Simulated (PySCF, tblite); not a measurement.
# C₄H₁₂NPSi: geometry, infrared bands and NMR shifts

What infrared bands and NMR shifts should C₄H₁₂NPSi (`CC(C)/C=N/[SiH2]P`) show?

The runs use tblite 0.8.0 and PySCF 2.14.0, with density-fitted response routines of our own; the level of theory stands in each step. All values are computed, except where a source is named. Atoms count from 0, in the outputs and in this text.

## (1) Starting geometry

19 atoms, charge 0, multiplicity 1; geometry from: force field or distance geometry start.

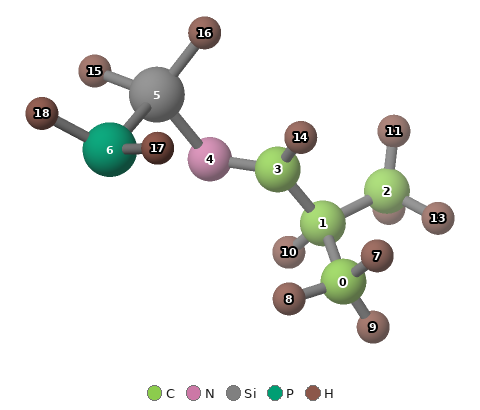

The starting geometry (carbon green, nitrogen pink, silicon grey, phosphorus teal, hydrogen brown), atoms numbered.

## (2) Geometry optimisation with GFN2-xTB

Job settings and geometry (Å):

```
{"job": {"kind": "relax", "xc": "GFN2-xTB", "basis": "xTB"}, "charge": 0, "multiplicity": 1}
C     -1.624400     1.197100    -1.077000
C     -1.423900    -0.233600    -0.599300
C     -2.546400    -0.749400     0.226400
C     -0.103400    -0.212800     0.099900
N      0.859300    -0.953900    -0.367900
Si     2.429200    -0.912700     0.481800
P      3.625200     0.802200    -0.270600
H     -1.668100     1.881300    -0.189300
H     -0.690900     1.406500    -1.662100
H     -2.547800     1.256700    -1.695400
H     -1.373400    -0.857000    -1.525800
H     -2.299100    -1.091100     1.241300
H     -3.129500    -1.541400    -0.325200
H     -3.318800     0.077400     0.306300
H      0.067400     0.396400     1.011100
H      3.171700    -2.134200     0.141400
H      2.171800    -0.808100     1.926600
H      3.364800     2.014600     0.429500
H      5.026500     0.471400    -0.143800
```

Command:

```bash
> OMP_NUM_THREADS=1 python probes_run.py task.json out
```

The driver reads the jobs from task.json and runs them one after another.

The log of the run:

```text
step      E/eV     max force
  0    -593.39183    2.993
  1    -593.70576    2.620
  2    -593.89504    1.201
  3    -594.07634    1.104
  4    -594.24929    0.921
  5    -594.30058    0.485
  6    -594.33431    0.338
  7    -594.35307    0.349
  8    -594.36949    0.357
  9    -594.38752    0.334
 10    -594.40707    0.358
 11    -594.42699    0.316
 12    -594.44494    0.278
 13    -594.45899    0.256
 14    -594.46972    0.235
 15    -594.47688    0.209
 16    -594.48094    0.134
 17    -594.48388    0.112
 18    -594.48692    0.123
 19    -594.49029    0.143
 20    -594.49350    0.119
 21    -594.49612    0.094
 22    -594.49844    0.114
 23    -594.50091    0.110
 24    -594.50339    0.099
 25    -594.50550    0.100
 26    -594.50723    0.117
 27    -594.50892    0.118
 28    -594.51074    0.115
 29    -594.51252    0.116
 30    -594.51410    0.085
 31    -594.51569    0.106
 32    -594.51765    0.108
 33    -594.52000    0.152
 34    -594.52228    0.143
 35    -594.52405    0.117
 36    -594.52543    0.105
 37    -594.52666    0.079
 38    -594.52783    0.083
 39    -594.52899    0.096
 40    -594.53018    0.126
 41    -594.53139    0.122
 42    -594.53253    0.089
 43    -594.53349    0.072
 44    -594.53430    0.072
 45    -594.53523    0.082
 46    -594.53651    0.118
 47    -594.53812    0.130
 48    -594.53975    0.099
 49    -594.54118    0.087
 50    -594.54247    0.090
 51    -594.54413    0.135
 52    -594.54687    0.176
 53    -594.55074    0.185
 54    -594.55159    0.308
 55    -594.55849    0.158
 56    -594.56173    0.135
 57    -594.56727    0.153
 58    -594.57009    0.140
 59    -594.57527    0.152
 60    -594.57936    0.161
 61    -594.58305    0.198
 62    -594.59012    0.329
 63    -594.59888    0.320
 64    -594.60832    0.206
 65    -594.61047    0.251
 66    -594.61363    0.159
 67    -594.61574    0.101
 68    -594.61896    0.137
 69    -594.62148    0.155
 70    -594.62407    0.166
 71    -594.62629    0.128
 72    -594.62801    0.077
 73    -594.62902    0.070
 74    -594.62977    0.068
 75    -594.63033    0.053
 76    -594.63073    0.050
 77    -594.63112    0.051
 78    -594.63158    0.061
 79    -594.63211    0.072
 80    -594.63257    0.062
 81    -594.63282    0.030
 82    -594.63295    0.024
 83    -594.63307    0.028
 84    -594.63320    0.028
 85    -594.63332    0.021
 86    -594.63340    0.021
 87    -594.63346    0.022
 88    -594.63352    0.020
 89    -594.63359    0.019
 90    -594.63366    0.025
 91    -594.63373    0.024
 92    -594.63379    0.019
 93    -594.63385    0.017
 94    -594.63391    0.018
 95    -594.63398    0.021
 96    -594.63406    0.020
 97    -594.63414    0.021
 98    -594.63421    0.020
 99    -594.63431    0.024
100    -594.63445    0.033
101    -594.63464    0.036
102    -594.63481    0.028
103    -594.63491    0.023
104    -594.63497    0.020
105    -594.63503    0.023
106    -594.63511    0.027
107    -594.63518    0.022
108    -594.63522    0.024
109    -594.63524    0.010
```

Run time: 0.9 s. Hardware: 1 thread of Arm Neoverse V1, shared host.

Relaxation path: (not every step is listed)

```tsv
step	energy from step 0 (eV)	largest force (eV/Å)
0	0.0000	2.9935
1	-0.3139	2.6204
2	-0.5032	1.2010
3	-0.6845	1.1040
4	-0.8575	0.9211
5	-0.9087	0.4851
6	-0.9425	0.3377
7	-0.9612	0.3489
8	-0.9777	0.3571
17	-1.0920	0.1116
26	-1.1154	0.1173
35	-1.1322	0.1169
44	-1.1425	0.0723
53	-1.1589	0.1848
62	-1.1983	0.3293
71	-1.2345	0.1285
80	-1.2407	0.0619
89	-1.2418	0.0191
98	-1.2424	0.0196
104	-1.2431	0.0200
105	-1.2432	0.0226
106	-1.2433	0.0266
107	-1.2433	0.0220
108	-1.2434	0.0240
109	-1.2434	0.0102
```

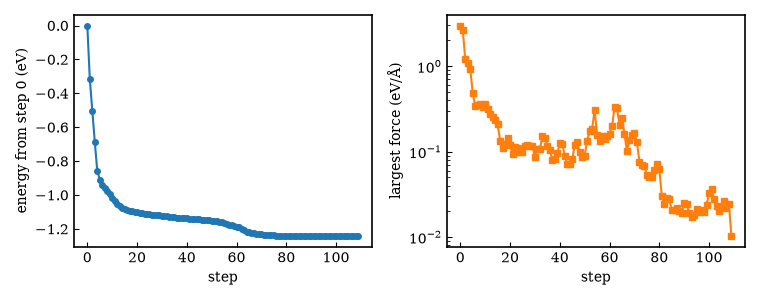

Energy and largest force along the relaxation.

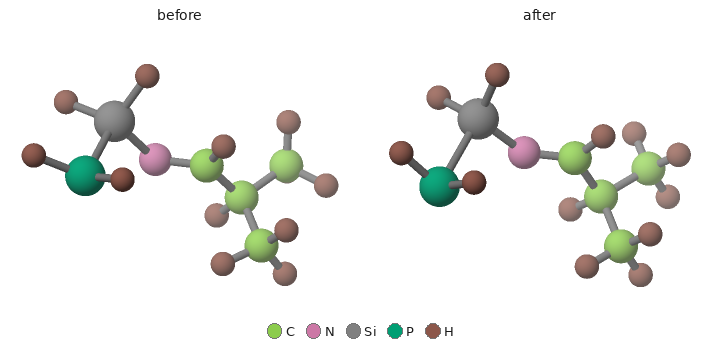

Before and after, at one scale.

Close pairs (by a distance rule), those that changed most:

```tsv
bond	before (Å)	after (Å)	change (Å)
N4–Si5	1.786	1.707	-0.078
P6–H18	1.445	1.383	-0.062
C3–N4	1.302	1.252	-0.050
C2–H13	1.134	1.088	-0.046
C1–C2	1.486	1.527	+0.041
C2–H12	1.128	1.087	-0.040
P6–H17	1.424	1.385	-0.039
C0–H8	1.121	1.087	-0.034
```

The final coordinates are the input of the step that follows.

## (3) Harmonic vibrations with GFN2-xTB

Job settings and geometry (Å):

```
{"job": {"kind": "ir", "xc": "GFN2-xTB", "basis": "xTB"}, "charge": 0, "multiplicity": 1}
C     -1.600035     1.164227    -1.138711
C     -1.371097    -0.255789    -0.610114
C     -2.609335    -0.766263     0.123996
C     -0.193146    -0.223665     0.313423
N      0.923074    -0.680163    -0.021691
Si     2.501795    -0.751657     0.624674
P      3.627354     0.702384    -0.666915
H     -1.793636     1.851013    -0.316895
H     -0.723719     1.509039    -1.682004
H     -2.455487     1.178960    -1.809880
H     -1.133337    -0.914804    -1.449390
H     -2.448989    -1.778454     0.487223
H     -3.466698    -0.770585    -0.544719
H     -2.838342    -0.125529     0.973189
H     -0.384489     0.249482     1.285899
H      2.946846    -2.107998     0.313928
H      2.705499    -0.465771     2.056005
H      3.450578     1.790860     0.170664
H      4.853361     0.403965    -0.100979
```

The log of the run:

```text
mode    cm-1     km/mol
  1      21.9      0.48
  2      52.5      0.56
  3      73.2      6.49
  4      81.8      2.55
  5     131.1      1.97
  6     193.6      0.51
  7     220.4     11.08
  8     225.0      1.81
  9     292.5      0.80
 10     356.0      2.72
 11     371.0      2.63
 12     447.4     35.50
 13     463.2     25.94
 14     490.1     27.52
 15     564.1     45.08
 16     662.3    266.97
 17     699.5      5.34
 18     716.3    160.79
 19     785.4    176.04
 20     852.1    176.63
 21     867.5      1.17
 22     896.5      5.95
 23     950.1      3.30
 24     983.4      5.43
 25     986.7      2.34
 26    1127.0      3.51
 27    1154.0     13.61
 28    1158.7      3.83
 29    1172.6      1.34
 30    1277.8      9.70
 31    1298.9      5.09
 32    1357.3      6.75
 33    1398.8      4.53
 34    1413.5      0.69
 35    1490.8      1.98
 36    1492.6      0.68
 37    1500.0      4.53
 38    1504.0      6.22
 39    1756.7    265.23
 40    2140.1    294.09
 41    2265.9    136.93
 42    2295.1    163.69
 43    2383.1    170.81
 44    2826.4     91.63
 45    2966.6     20.45
 46    3026.4      2.90
 47    3031.7     68.86
 48    3034.4      8.80
 49    3040.1     65.37
 50    3044.1     11.63
 51    3045.2     35.14
```

It took 0.76 s on 1 thread of Arm Neoverse V1, shared host.

The strongest bands and the atoms that carry them (share of the mass-weighted mode):

```tsv
cm⁻¹	km/mol	atoms
662	267.0	H18 32 %, H15 31 %, H16 21 %
716	160.8	H18 41 %, H15 22 %, H16 14 %, H17 13 %
785	176.0	H15 47 %, H16 46 %
852	176.6	N4 32 %, Si5 24 %, C3 17 %
1757	265.2	C3 51 %, N4 47 %
2140	294.1	H16 96 %
2295	163.7	H17 51 %, H18 37 %
2383	170.8	H18 58 %, H17 39 %
```

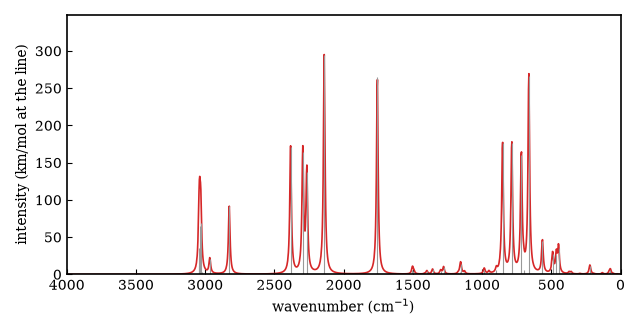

The infrared spectrum from these modes, unscaled. Lines are broadened to a width of 14 cm⁻¹ (Lorentzian).

## (4) Shielding tensors: PBE0/pcSseg-1

Same as in step 3 but for these lines:

```diff
@@ -1,2 +1,2 @@
-{"job": {"kind": "ir", "xc": "GFN2-xTB", "basis": "xTB"}, "charge": 0, "multiplicity": 1}
+{"job": {"kind": "nmr", "xc": "PBE0", "basis": "pcSseg-1"}, "charge": 0, "multiplicity": 1}
 C     -1.600035     1.164227    -1.138711
```

With the program's defaults for keys left out, this is: GIAO PBE0/pcSseg-1 NMR shielding, non-relativistic, gas phase.

The log of the run:

```text
coarse grid: 16096 points
cycle   1  E = -844.5749752469  dE =  5.560e-01  |g| = 4.971e-01  |ddm| = 3.762e+00
cycle   2  E = -844.5064759482  dE =  6.850e-02  |g| = 7.510e-01  |ddm| = 1.283e+00
cycle   3  E = -844.6326963629  dE = -1.262e-01  |g| = 1.334e-01  |ddm| = 8.514e-01
cycle   4  E = -844.6365833487  dE = -3.887e-03  |g| = 3.530e-02  |ddm| = 1.287e-01
cycle   5  E = -844.6368813908  dE = -2.980e-04  |g| = 6.395e-03  |ddm| = 3.918e-02
cycle   6  E = -844.6368906232  dE = -9.232e-06  |g| = 2.650e-03  |ddm| = 9.413e-03
final grid: 144144 points
cycle   7  E = -844.6771333538  dE = -3.351e-05  |g| = 9.178e-03  |ddm| = 3.028e-02
cycle   8  E = -844.6771228245  dE =  1.053e-05  |g| = 1.114e-02  |ddm| = 2.132e-02
cycle   9  E = -844.6771555447  dE = -3.272e-05  |g| = 7.631e-04  |ddm| = 1.182e-02
cycle  10  E = -844.6771556536  dE = -1.089e-07  |g| = 3.452e-04  |ddm| = 9.110e-04
cycle  11  E = -844.6771556775  dE = -2.391e-08  |g| = 1.170e-04  |ddm| = 3.584e-04
cycle  12  E = -844.6771556805  dE = -2.943e-09  |g| = 1.931e-05  |ddm| = 1.243e-04
cycle  13  E = -844.6771556806  dE = -9.368e-11  |g| = 4.540e-06  |ddm| = 2.409e-05
converged SCF energy = -844.6771556806

GIAO shielding tensors (ppm)
atom      isotropic    diamagn.    paramagn.     s11        s22        s33       span
  0 C      165.591     248.400     -82.809    148.080    163.402    185.292     37.213
  1 C      140.927     248.363    -107.436    126.461    131.602    164.718     38.257
  2 C      166.887     247.454     -80.567    156.169    159.070    185.424     29.255
  3 C       -2.324     254.842    -257.166    -99.007    -12.911    104.946    203.954
  4 N      -99.472     329.969    -429.441   -426.822   -123.998    252.403    679.225
  5 Si     393.282     881.552    -488.271    357.162    377.576    445.108     87.946
  6 P      611.583     967.255    -355.673    548.565    611.881    674.303    125.737
  7 H       30.830      31.244      -0.414     27.872     28.903     35.714      7.842
  8 H       30.563      31.225      -0.662     25.757     29.058     36.875     11.118
  9 H       30.613      29.784       0.830     26.678     28.153     37.009     10.331
 10 H       29.379      33.031      -3.652     26.518     28.416     33.202      6.684
 11 H       30.491      29.720       0.770     26.071     28.268     37.134     11.063
 12 H       30.602      28.917       1.686     26.675     28.246     36.886     10.211
 13 H       30.690      30.331       0.359     27.287     28.905     35.877      8.590
 14 H       23.283      33.788     -10.506     21.253     22.740     25.855      4.601
 15 H       26.373      29.624      -3.251     23.221     24.924     30.974      7.753
 16 H       25.936      29.941      -4.005     22.291     24.685     30.831      8.541
 17 H       30.705      30.796      -0.090     25.785     28.031     38.299     12.515
 18 H       30.823      28.507       2.316     25.951     26.979     39.538     13.587
```

Run time: 39 s. Hardware: 1 thread of Arm Neoverse V1, shared host; peak memory 0.85 GiB.

Shifts follow as δ = σ(reference) − σ, with reference shieldings (ppm) from runs at the same level and on the same kind of geometry: 1H TMS 31.72, 13C TMS 186.9, 29Si TMS 349.2, 15N NH3 267.7, 31P H3PO4 318.4. The references are single molecules in the gas phase, so shifts against H2O, NH3, PH3, H3PO4 or CFCl3 are not on the usual liquid scales and can be off by tens of ppm. Atoms listed in one row are averaged.

```tsv
atoms	environment	σ (ppm)	δ (ppm)	δ scaled to CDCl3
C3	C=N carbon	-2.3	189.2	182.8
C1	sp3 CH	140.9	46.0	43.0
C0, C2	methyl carbon	166.2	20.7	18.3
H14	hydrogen on a C=N carbon	23.28	8.43	8.06
H15, H16	hydrogen on a silicon bonded to N, P	26.15	5.56	–
H10	hydrogen on an sp3 CH	29.38	2.34	2.31
H7, H8, H9, H11, H12, H13	hydrogen on a methyl carbon	30.63	1.09	1.13
H17, H18	hydrogen on a phosphorus bonded to Si	30.76	0.95	–
N4	imine nitrogen	-99.5	367.2	–
Si5	silicon bonded to N, P, 2 H	393.3	-44.1	–
P6	phosphorus bonded to Si, 2 H	611.6	-293.2	–
```

The scaled column applies a straight-line fit of computed shieldings to shifts measured in CDCl3 (root-mean-square error 0.16 ppm for H, 1.9 ppm for C).

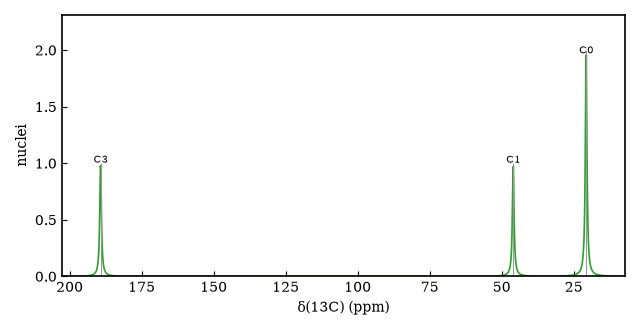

13C lines at the computed shifts, without couplings. Lines are broadened to a width of 0.67 ppm (Lorentzian).

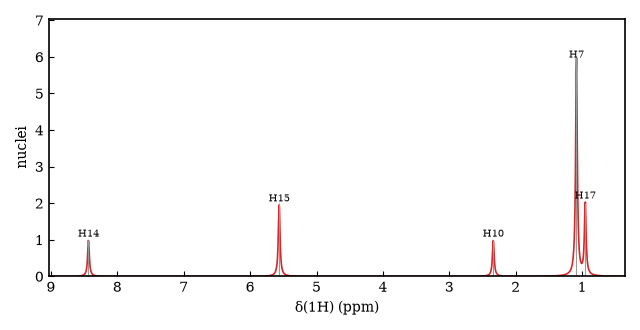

1H lines at the computed shifts, without couplings. Lines are broadened to a width of 0.03 ppm (Lorentzian).

The run also stored atomic charges by several schemes (e):

```tsv
atoms	Mulliken	IAO	Hirshfeld	ESP fit
C0, C2	-0.22	-0.42	-0.11	-0.50
C1	-0.35	-0.12	-0.02	0.31
C3	0.18	0.08	0.08	0.55
N4	-0.54	-0.55	-0.24	-0.76
Si5	0.56	0.72	0.31	0.69
P6	-0.23	-0.10	-0.03	-0.37
```

Mulliken charges:

C0 -0.22; C1 -0.35; C2 -0.22; C3 0.18; N4 -0.54; Si5 0.56; P6 -0.23; H7 0.10; H8 0.13; H9 0.12; H10 0.13; H11 0.12; H12 0.12; H13 0.10; H14 0.08; H15 -0.08; H16 -0.11; H17 0.05; H18 0.05

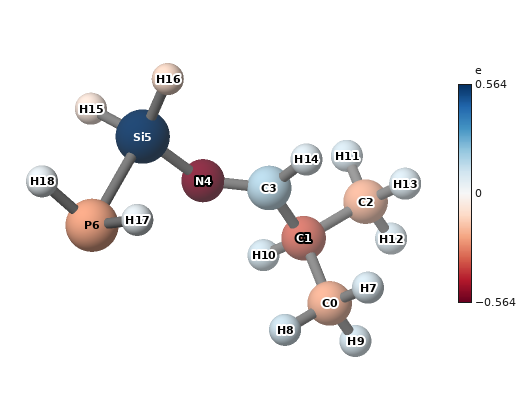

Mulliken charges, as colours on the atoms.

Mayer bond orders: C0–C1 1.01, C1–C2 1.02, C1–C3 0.94, C3–N4 1.90, N4–Si5 1.01, Si5–P6 0.98.

Orbitals, density, ELF and potential are computed afterwards from the orbital file.

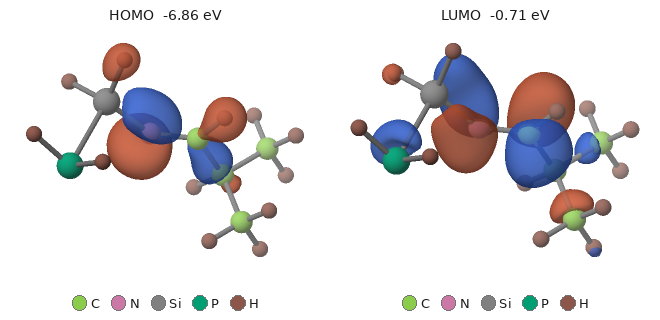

PBE0/pcSseg-1 orbitals near the gap, drawn at the value that encloses 70 % of each; the two colours are the two signs.

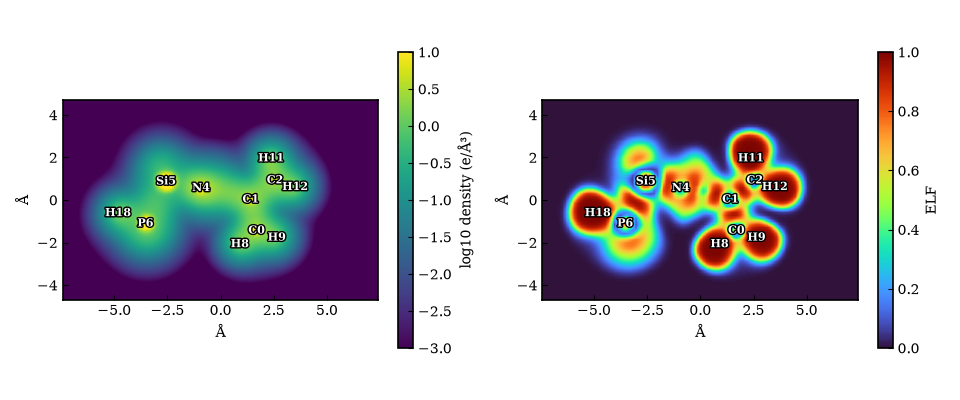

Density (left) and ELF (right) in a plane through or near 11 of the atoms.

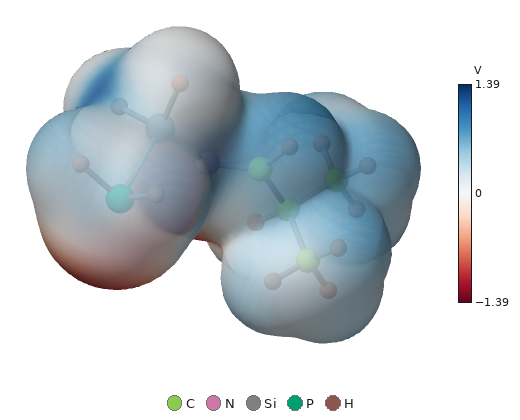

The potential that a unit positive charge feels on the 0.002 e/bohr³ surface, from -1.39 V near N4 to 0.91 V near H16.

## (5) What came out

```
                                                               quantity                             value
                              strongest single infrared mode (GFN2-xTB)             2140 cm⁻¹, 294 km/mol
                                           zero-point energy (GFN2-xTB)                     92.3 kcal/mol
13C shifts against TMS (PBE0/pcSseg-1, means over atoms taken as alike)             189.2, 46.0, 20.7 ppm
 1H shifts against TMS (PBE0/pcSseg-1, means over atoms taken as alike)  8.43, 5.56, 2.34, 1.09, 0.95 ppm
                                 15N shifts against NH3 (PBE0/pcSseg-1)                         367.2 ppm
                                29Si shifts against TMS (PBE0/pcSseg-1)                         -44.1 ppm
                               31P shifts against H3PO4 (PBE0/pcSseg-1)                        -293.2 ppm
                                  surface potential, least and greatest                -1.39 V and 0.91 V
```

In words: Over 109 steps the energy fell by 1.243 eV; of the close pairs, N4–Si5 changed most, 1.786 to 1.707 Å. No mode is imaginary among the 51: a minimum at this level. The strongest single mode, at 2140 cm⁻¹, moves mainly H16. Unscaled tight-binding wavenumbers are off by several per cent, some by more. Its intensities can rank the bands wrongly. At PBE0/pcSseg-1: The largest span, 679 ppm, is at N4, where the paramagnetic term is -429 ppm. By nearest atom (PBE0/pcSseg-1), the HOMO sits on N4 60 %; H14 10 % and the LUMO on C3 36 %; N4 27 %.
